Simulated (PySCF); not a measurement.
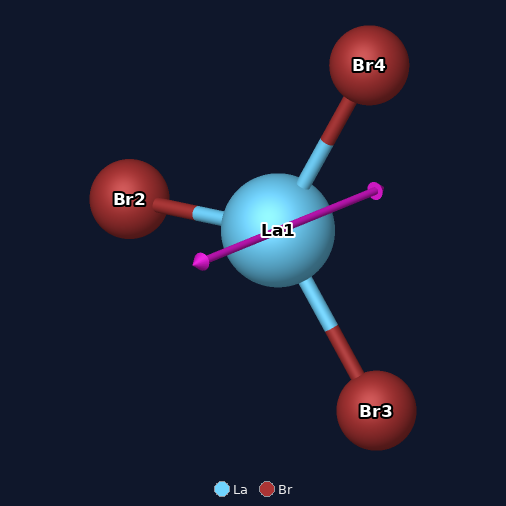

The double arrow shows the direction of the transition dipole to excited singlet state 4 (its length means nothing). The species is neutral and a spin singlet. Computed geometry: PBE0-D3(BJ)/def2-SVP optimisation. No frequency run is at hand to confirm it as a minimum. Properties computed with TDDFT B3LYP/def2-SVPD, vertical, gas phase, core orbitals frozen in the response, core potentials on La (PySCF 2.14.0).

Give its energy, strength and character.

Answer. 4.19 eV (296 nm), oscillator strength 0.027, mainly HOMO−3 → LUMO (weight 0.99); transition dipole 1.30 D.
